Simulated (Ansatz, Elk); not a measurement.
**NaBe6Ni: X-ray structure factors from the self-consistent density**

Structure refinements treat a crystal as free atoms side by side. For a made-up structure of NaBe6Ni (cell and positions from a PBE relaxation) the runs below show what the calculated density changes in F(hkl).

Main program and level: Elk 11.2.3 (patched build); DFT, PBE, all-electron APW+lo, Dirac cores, scalar-relativistic bands, static density, no spin.

The structure was built from a prototype and need not be the compound's stable phase.

### 1. The starting structure

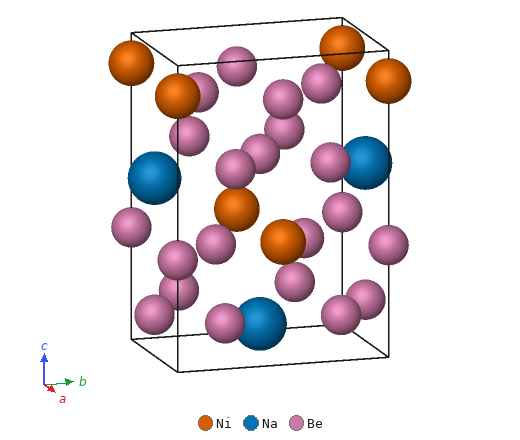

The starting structure, seen slightly off an axis (nickel orange, sodium blue, beryllium pink). This picture shows the conventional cell, with its axes. Some periodic images of atoms are drawn too.

Structure file:

```cif
data_structure
_symmetry_space_group_name_H-M 'Amm2'
_symmetry_Int_Tables_number 38
_cell_length_a 3.7694
_cell_length_b 5.4547
_cell_length_c 7.7619
_cell_angle_alpha 90.000
_cell_angle_beta 90.000
_cell_angle_gamma 90.000
_cell_volume 159.59
loop_
_atom_site_label
_atom_site_type_symbol
_atom_site_symmetry_multiplicity
_atom_site_Wyckoff_symbol
_atom_site_fract_x
_atom_site_fract_y
_atom_site_fract_z
_atom_site_occupancy
Ni1 Ni 2 a 0.00000 0.50000 0.40066 1
Na1 Na 2 b 0.50000 0.50000 0.07982 1
Be1 Be 2 b 0.50000 0.50000 0.63405 1
Be2 Be 4 e 0.50000 0.79101 0.84917 1
Be3 Be 2 a 0.00000 0.50000 0.86546 1
Be4 Be 4 d 0.00000 0.77478 0.14888 1
```

### 2. Ground state and structure factors

An all-electron density is needed, since X-rays see the cores too. Task 0 finds the density and task 195 Fourier-transforms it; tshift is off so that phases refer to the origin typed.

Contents of elk.in:

```
tasks
  0
  195

xctype
  20

spinpol
  .false.

rgkmax
  7.0

gmaxvr
  14.0

lmaxo
  7

lmaxapw
  8

swidth
  0.002

tshift
  .false.

ramdisk
  .false.

hmaxvr
  5.5

maxscl
  120

epspot
  1e-06

sppath
  './'

avec
  7.12318225502 0.00000000000 0.00000000000
  0.00000000000 5.15392512038 7.33388683967
  0.00000000000 -5.15392512038 7.33388683967

atoms
  3
  'Ni.in'
  1
  -0.0000000000 0.9006642804 0.9006642804   0.000000 0.000000 0.000000
  'Na.in'
  1
  0.5000000000 0.5798178865 0.5798178865   0.000000 0.000000 0.000000
  'Be.in'
  6
  0.5000000000 0.1340530702 0.1340530702   0.000000 0.000000 0.000000
  0.5000000000 0.6401791177 0.0581584613   0.000000 0.000000 0.000000
  0.5000000000 0.0581584613 0.6401791177   0.000000 0.000000 0.000000
  -0.0000000000 0.3654598650 0.3654598650   0.000000 0.000000 0.000000
  0.0000000000 0.9236591971 0.3741081218   0.000000 0.000000 0.000000
  0.0000000000 0.3741081218 0.9236591971   0.000000 0.000000 0.000000

ngridk
  6 5 5
```

Command:

```bash
OMP_NUM_THREADS=4 elk
```

Numbers of over 12 decimals in the logs are rounded to 6 here.

Log:

```text
┌─────────────────────────┐
│ Elk code version 11.2.3 │
└─────────────────────────┘

All units are atomic (Hartree, Bohr, etc.)

┌─────────────────────────────────────────────────┐
│ Ground-state run starting from atomic densities │
└─────────────────────────────────────────────────┘

Lattice vectors :
   7.123182255       0.000000000       0.000000000
   0.000000000       5.153925120       7.333886840
   0.000000000      -5.153925120       7.333886840

Reciprocal lattice vectors :
  0.8820756064       0.000000000      -0.000000000
  -0.000000000      0.6095534142      0.4283666659
   0.000000000     -0.6095534142      0.4283666659

Unit cell volume      :    538.4884111
Brillouin zone volume :   0.4606416931

Muffin-tin inner radius fraction :   0.1000000000E-01

Nuclei treated as point charges

Species : 1 (Ni)
 parameters loaded from : Ni.in
 name : nickel
 nuclear charge    :   -28.00000000
 electronic charge :    28.00000000
 atomic mass :    106991.5231
 muffin-tin radius :    2.388792369
 number of radial points in muffin-tin :    993
 inner part over the whole radius :   0.9958015921E-02
 number on inner part of muffin-tin    :    701
 approximate nuclear radius :   0.7325707712E-04
 number of mesh points to nuclear radius :    335
 atomic positions (lattice), magnetic fields (Cartesian) :
  1 :   0.00000000  0.90066428  0.90066428    0.00000000  0.00000000  0.00000000

Species : 2 (Na)
 parameters loaded from : Na.in
 name : sodium
 nuclear charge    :   -11.00000000
 electronic charge :    11.00000000
 atomic mass :    41907.78703
 muffin-tin radius :    2.200000000
 number of radial points in muffin-tin :    793
 inner part over the whole radius :   0.9883648912E-02
 number on inner part of muffin-tin    :    551
 approximate nuclear radius :   0.5574345702E-04
 number of mesh points to nuclear radius :    238
 atomic positions (lattice), magnetic fields (Cartesian) :
  1 :   0.50000000  0.57981789  0.57981789    0.00000000  0.00000000  0.00000000

Species : 3 (Be)
 parameters loaded from : Be.in
 name : beryllium
 nuclear charge    :   -4.000000000
 electronic charge :    4.000000000
 atomic mass :    16428.20280
 muffin-tin radius :    1.791594277
 number of radial points in muffin-tin :    593
 inner part over the whole radius :   0.9841200501E-02
 number on inner part of muffin-tin    :    403
 approximate nuclear radius :   0.4290726161E-04
 number of mesh points to nuclear radius :    156
 atomic positions (lattice), magnetic fields (Cartesian) :
  1 :   0.50000000  0.13405307  0.13405307    0.00000000  0.00000000  0.00000000
  2 :   0.50000000  0.64017912  0.05815846    0.00000000  0.00000000  0.00000000
  3 :   0.50000000  0.05815846  0.64017912    0.00000000  0.00000000  0.00000000
  4 :   0.00000000  0.36545987  0.36545987    0.00000000  0.00000000  0.00000000
  5 :   0.00000000  0.92365920  0.37410812    0.00000000  0.00000000  0.00000000
  6 :   0.00000000  0.37410812  0.92365920    0.00000000  0.00000000  0.00000000

Total number of atoms per unit cell :    8
Total muffin-tin volume :    246.2309072
 ratio of muffin-tin to unit cell volume :   0.4572631502

Spin treatment :
 spin-unpolarised

Number of Bravais lattice symmetries :    8
Number of crystal symmetries         :    4
Crystal has no inversion symmetry
Complex Hermitian eigensolver will be used

k-point grid :      6     5     5
k-point offset :    0.000000000       0.000000000       0.000000000
k-point set is reduced with full crystal symmetry group
Total number of k-points :       60

Muffin-tin radius times maximum |G+k| :    7.000000000
 using average radius
Maximum |G+k| for APW functions       :    3.650977497
Maximum (1/2)|G+k|²                   :    6.664818341
Maximum |G| for potential and density :    14.00000000
Constant for pseudocharge density :    8
 order of it for each species :   15  15  15
 order of it for pair densities of each species (exact exchange by exxq0 0: 16) :   15  13   8
Radial integration step length :    1

[...]
electron entropic           :    -0.65054595207623E-03
 total energy                :     -1766.0577125130

Density of states at Fermi energy :    50.29275500
 (states/Hartree/unit cell)

Estimated indirect band gap :   0.2265531285E-02
 from k-point 56 to k-point 46
Estimated direct band gap   :   0.1482116471E-01
 at k-point 46

Charges :
 core                        :    26.00000000
 valence                     :    37.00000000
 interstitial                :    8.352055651
 muffin-tins (core leakage)
  species : 1 (Ni)
[...]
species : 2 (Na)
[...]
species : 3 (Be)
[...]
total in muffin-tins        :    54.64794435
 total calculated charge     :    62.99238712
 total charge                :    63.00000000
 error                       :   0.7612883274E-02

RMS change in Kohn-Sham potential (target) :    7.401898791     (  0.1000000000E-05)
Absolute change in total energy (target)   :    6.234176207     (  0.1000000000E-03)

[... loops 3 to 16 left out ...]

┌──────────────────┐
│ Loop number : 17 │
└──────────────────┘

Energies :
 Fermi                       :     0.211443
 sum of occupied eigenvalues :     -998.86638027798
 electron kinetic            :      1795.5619908061
 core electron kinetic       :      1580.0684158433
 Coulomb                     :     -3471.9658762797
 Coulomb potential           :     -2670.9506294019
 nuclear-nuclear             :     -254.85741237182
 electron-nuclear            :     -3769.4839389214
 Hartree                     :      552.37547501351
 Madelung                    :     -2136.4905615787
 xc potential                :     -123.47774168219
 exchange                    :     -92.845780296203
 correlation                 :     -2.543515
 electron entropic           :    -0.69303182115612E-03
 total energy                :     -1771.7938738874

Density of states at Fermi energy :    51.91750422
 (states/Hartree/unit cell)

Estimated indirect band gap :   0.9413346563E-03
 from k-point 26 to k-point 41
Estimated direct band gap   :   0.1628884186E-01
 at k-point 30

Charges :
 core                        :    26.00000000
 valence                     :    37.00000000
 interstitial                :    8.569081702
 muffin-tins (core leakage)
  species : 1 (Ni)
[...]
species : 2 (Na)
[...]
species : 3 (Be)
[...]
total in muffin-tins        :    54.43091830
 total calculated charge     :    62.99252493
 total charge                :    63.00000000
 error                       :   0.7475065937E-02

RMS change in Kohn-Sham potential (target) :   0.7539306560E-06 (  0.1000000000E-05)
Absolute change in total energy (target)   :   0.8087793049E-06 (  0.1000000000E-03)

Convergence targets achieved

┌──────────────────┐
│ Loop number : 18 │
└──────────────────┘

Energies :
 Fermi                       :     0.211443
 sum of occupied eigenvalues :     -998.86637533034
 electron kinetic            :      1795.5619707952
 core electron kinetic       :      1580.0684184619
 Coulomb                     :     -3471.9658534776
 Coulomb potential           :     -2670.9506554366
 nuclear-nuclear             :     -254.85741237182
 electron-nuclear            :     -3769.4838672678
 Hartree                     :      552.37542616201
 Madelung                    :     -2136.4905257593
 xc potential                :     -123.47769068898
 exchange                    :     -92.845777960677
 correlation                 :     -2.543515
 electron entropic           :    -0.69303193148095E-03
 total energy                :     -1771.7938687391

Density of states at Fermi energy :    51.91750989
 (states/Hartree/unit cell)

Estimated indirect band gap :   0.9413334001E-03
 from k-point 26 to k-point 41
Estimated direct band gap   :   0.1628885328E-01
 at k-point 30

Charges :
 core                        :    26.00000000
 valence                     :    37.00000000
 interstitial                :    8.569082794
 muffin-tins (core leakage)
  species : 1 (Ni)
[...]
species : 2 (Na)
[...]
species : 3 (Be)
[...]
atom 4                    :    2.750742353     (  0.1184117568E-02)
   atom 5                    :    2.781703426     (  0.1194324541E-02)
   atom 6                    :    2.781703426     (  0.1194324541E-02)
 total in muffin-tins        :    54.43091721
 total calculated charge     :    62.99252493
 total charge                :    63.00000000
 error                       :   0.7475065978E-02

┌──────────────────────────────┐
│ Self-consistent loop stopped │
└──────────────────────────────┘

Warning : core states of species 1 leak from the muffin-tin :   0.2977453468E-03

Warning : core states of species 3 leak from the muffin-tin :   0.1195153738E-02

Wrote STATE.OUT
```

It took 79 s on 4 threads of Intel Xeon at 2.80GHz (Skylake/Cascade Lake), shared host; peak memory 0.18 GiB; 4.6 min of CPU time.

SFACRHO.OUT:

```text

h k l indices transformed by vhmat matrix:
   1.000000000       0.000000000       0.000000000    
   0.000000000       1.000000000       0.000000000    
   0.000000000       0.000000000       1.000000000    

      h      k      l  multipl.   |H|            Re(F)            Im(F)           |F|

      0      0      0      1   0.0000000       62.999999      0.22110527E-16   62.999999    
      0      1      0      2  0.74501904       13.938447      -15.522328       20.861998    
      0      0     -1      2  0.74501904       13.938447       15.522328       20.861998    
      0     -1     -1      1  0.85673333       8.6156566       15.758993       17.960384    
      0      1      1      1  0.85673333       8.6156566      -15.758993       17.960384    
     -1      0      0      2  0.88207561       15.627448     -0.19234222E-14   15.627448    
      1      0     -1      4   1.1546041       22.970661       7.8150591       24.263685    
     -1      1      0      4   1.1546041       22.970661      -7.8150591       24.263685    
      0      1     -1      2   1.2191068       27.612799     -0.33862158E-14   27.612799    
      1      1      1      2   1.2296542       2.7902996      -24.660998       24.818352    
      1     -1     -1      2   1.2296542       2.7902996       24.660998       24.818352    
      0     -2     -1      2   1.4223352      -8.6428913       26.536221       27.908253    
      0      1      2      2   1.4223352      -8.6428913      -26.536221       27.908253    
      0      2      0      2   1.4900381       12.752600      -13.770251       18.768287    
      0     -2      0      2   1.4900381       12.752600       13.770251       18.768287    
     -1      1     -1      4   1.5047521       12.910158     -0.23353212E-14   12.910158    
      1      2      1      4   1.6736471      -2.1531034      -11.266610       11.470500    
      1     -2     -1      4   1.6736471      -2.1531034       11.266610       11.470500
```

Elk indexes on the primitive cell of elk.in and gives |H| = 4π sin θ/λ in inverse bohr. Below, one row stands for each form hkl of the conventional cell (m members, Friedel mates merged), F is for one primitive cell and the density is static (no thermal factor). Free-atom factors are Waasmaier and Kirfel's, and R is Σm||F|−|F'||/Σm|F|.

```tsv
hkl	m	sin θ/λ (Å⁻¹)	abs F, DFT	neutral atoms	diff.	abs of complex diff.
011	4	0.112	20.862	20.673	+0.189	0.335
002	2	0.129	17.960	17.948	+0.013	0.348
100	2	0.133	15.627	15.347	+0.280	0.280
111	8	0.174	24.264	24.418	-0.154	0.161
020	2	0.183	27.613	27.746	-0.133	0.133
102	4	0.185	24.818	24.940	-0.122	0.172
013	4	0.214	27.908	27.959	-0.050	0.165
022	4	0.224	18.768	18.784	-0.016	0.016
120	4	0.226	12.910	12.940	-0.030	0.030
113	8	0.252	11.470	11.606	-0.135	0.137
004	2	0.258	28.829	29.062	-0.233	0.253
122	8	0.260	34.890	35.165	-0.276	0.279
200	2	0.265	37.604	37.943	-0.338	0.338
031	4	0.282	13.346	13.413	-0.067	0.136
```

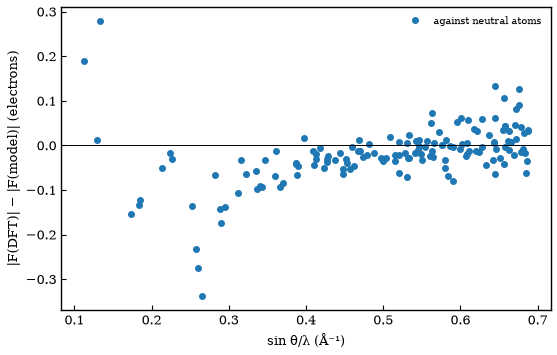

Difference between the calculated structure factors and the independent-atom ones.

### 3. The highest occupied states alone

An energy window below the Fermi level keeps the highest occupied states, to see at which angles they scatter; shallow core shells can lie inside it and anion s states outside. No new self-consistency is needed.

elk.in: that of step 2 with these lines changed.

```diff
@@ -1,3 +1,2 @@
 tasks
-  0
   195
@@ -40,2 +39,5 @@
 
+wsfac
+  -0.156050 0.511440
+
 sppath
```

Command:

```bash
OMP_NUM_THREADS=4 elk
```

Log:

```text
┌─────────────────────────────────┐
│ Elk code version 11.2.3 started │
└─────────────────────────────────┘

Info(readinput): the functional depends on the density's gradient
 muffin-tin radial points multiplied by    2.00000
 (not where nrmtscf is given)

┌────────────────────┐
│ Current task : 195 │
└────────────────────┘
Info(checkmt): changed muffin-tin radius of species 1 (Ni) from   2.4000 to   2.3888
Info(checkmt): changed muffin-tin radius of species 3 (Be) from   1.8000 to   1.7916

Info(sfacrho): density structure factors written to SFACRHO.OUT

 Energy window :  -0.1560500000      0.5114400000

┌──────────────────┐
│ Elk code stopped │
└──────────────────┘
```

Run time: 7.9 s. Hardware: 4 threads; peak memory 0.17 GiB; 10 s of CPU time.

States within 10 eV below the Fermi level hold 23.00 electrons; any levels below the window count with the cores. Their amplitudes can exceed the total, where window and core parts have opposite phase:

```tsv
hkl	sin θ/λ (Å⁻¹)	abs F, window	abs F, all
011	0.112	7.843	20.862
002	0.129	7.229	17.960
100	0.133	7.550	15.627
111	0.174	5.701	24.264
020	0.183	5.590	27.613
102	0.185	5.579	24.818
013	0.214	5.412	27.908
022	0.224	5.279	18.768
120	0.226	5.135	12.910
113	0.252	4.541	11.470
```

### 4. Another functional

The difference from free atoms is small, so it is set against the change that LDA (Perdew-Wang) makes.

elk.in: that of step 3 with these lines changed.

```diff
@@ -1,2 +1,3 @@
 tasks
+  0
   195
@@ -4,3 +5,3 @@
 xctype
-  20
+  3
 
@@ -39,5 +40,2 @@
 
-wsfac
-  -0.156050 0.511440
-
 sppath
```

Command:

```bash
OMP_NUM_THREADS=4 elk
```

Log:

```text
┌─────────────────────────┐
│ Elk code version 11.2.3 │
└─────────────────────────┘

All units are atomic (Hartree, Bohr, etc.)

┌─────────────────────────────────────────────────┐
│ Ground-state run starting from atomic densities │
└─────────────────────────────────────────────────┘

Lattice vectors :
   7.123182255       0.000000000       0.000000000
   0.000000000       5.153925120       7.333886840
   0.000000000      -5.153925120       7.333886840

Reciprocal lattice vectors :
  0.8820756064       0.000000000      -0.000000000
[...]
species : 3 (Be)
[...]
atom 5                    :    2.785704905     (  0.1299675303E-02)
   atom 6                    :    2.785704905     (  0.1299675303E-02)
 total in muffin-tins        :    54.49814500
 total calculated charge     :    62.99188411
 total charge                :    63.00000000
 error                       :   0.8115894697E-02

┌──────────────────────────────┐
│ Self-consistent loop stopped │
└──────────────────────────────┘

Warning : core states of species 1 leak from the muffin-tin :   0.3101849486E-03

Warning : core states of species 3 leak from the muffin-tin :   0.1300296261E-02

Wrote STATE.OUT
[key lines of the parts left out:]
total energy                :     -1767.6428218268
```

It took 61 s on 4 threads; peak memory 0.17 GiB; 3.7 min of CPU time.

Against the first run R = 0.12 %; the largest change is -0.076 at 400.

### 5. Basis size

A smaller basis shows how fast F responds to it; the change is likely larger than the basis error of the first run, but doesn't show convergence.

elk.in: that of step 4 with these lines changed.

```diff
@@ -5,3 +5,3 @@
 xctype
-  3
+  20
 
@@ -11,3 +11,3 @@
 rgkmax
-  7.0
+  5.5
```

Command:

```bash
OMP_NUM_THREADS=4 elk
```

Log:

```text
┌─────────────────────────┐
│ Elk code version 11.2.3 │
└─────────────────────────┘

All units are atomic (Hartree, Bohr, etc.)

┌─────────────────────────────────────────────────┐
│ Ground-state run starting from atomic densities │
└─────────────────────────────────────────────────┘

Lattice vectors :
   7.123182255       0.000000000       0.000000000
   0.000000000       5.153925120       7.333886840
   0.000000000      -5.153925120       7.333886840

Reciprocal lattice vectors :
  0.8820756064       0.000000000      -0.000000000
[...]
species : 3 (Be)
[...]
atom 5                    :    2.778887649     (  0.1193455076E-02)
   atom 6                    :    2.778887649     (  0.1193455076E-02)
 total in muffin-tins        :    54.40154207
 total calculated charge     :    62.99250682
 total charge                :    63.00000000
 error                       :   0.7493178315E-02

┌──────────────────────────────┐
│ Self-consistent loop stopped │
└──────────────────────────────┘

Warning : core states of species 1 leak from the muffin-tin :   0.2975482002E-03

Warning : core states of species 3 leak from the muffin-tin :   0.1194391752E-02

Wrote STATE.OUT
[key lines of the parts left out:]
total energy                :     -1771.7800942361
```

It took 43 s on 4 threads; peak memory 0.17 GiB.

Against the first run R = 0.02 %; the largest change is +0.010 at 006.

### 6. Settings against the effect

```tsv
run	R against the first run (%)	R against neutral atoms, low angle (%)	wall time
PBE, rgkmax 7	0.00	0.69	79 s
LDA (Perdew-Wang)	0.12	0.70	61 s
rgkmax 5.5	0.02	0.70	43 s
```

### 7. Outcome

| Quantity | Value |
| --- | --- |
| R against neutral atoms, sin θ/λ < 0.3 Å⁻¹ | 0.69 % |
| R against neutral atoms, 0.3 to 0.69 Å⁻¹ | 0.26 % |

In words: Independent neutral atoms miss the calculated amplitudes by R = 0.69 % below 0.3 Å⁻¹ and 0.26 % from there to 0.69 Å⁻¹; by shells, 0.89 % below 0.15 Å⁻¹ (3 forms), 0.66 % 0.15 to 0.3 (14 forms), 0.29 % 0.3 to 0.45 (30 forms), 0.24 % above 0.45 (102 forms). Bonding, aspherical density and the tables' own atoms all enter these figures, and the runs don't part them. The largest change of an amplitude is -0.34 electrons, at 200. R counts amplitudes alone; phases shift too. The window's part falls from 23.0 electrons at the origin to at most 2.06 between 0.45 and 0.69 Å⁻¹, where compact states inside the window still scatter. Below 0.3 Å⁻¹ the changes that finished (LDA (Perdew-Wang) and rgkmax 5.5) move F by R = 0.05 % at most, against the 0.69 % that separates it from free atoms. The k-mesh has no finished test. These runs have no spin, though d or f shells may be open. Part of the difference isn't bonding: the tables are fits to free atoms and ions calculated by other methods than this functional. Thermal motion, anomalous dispersion and extinction are left out.

[Logs are printed without paths, hosts, clocks, repeated set-up lines and the standing remarks that a program may print on its own settings, such as how far it seeks lower states.]

[Hosts, paths, dates, database ids (printed as entryN), source tags and the programs' standing remarks are cut or masked in the printed files.]
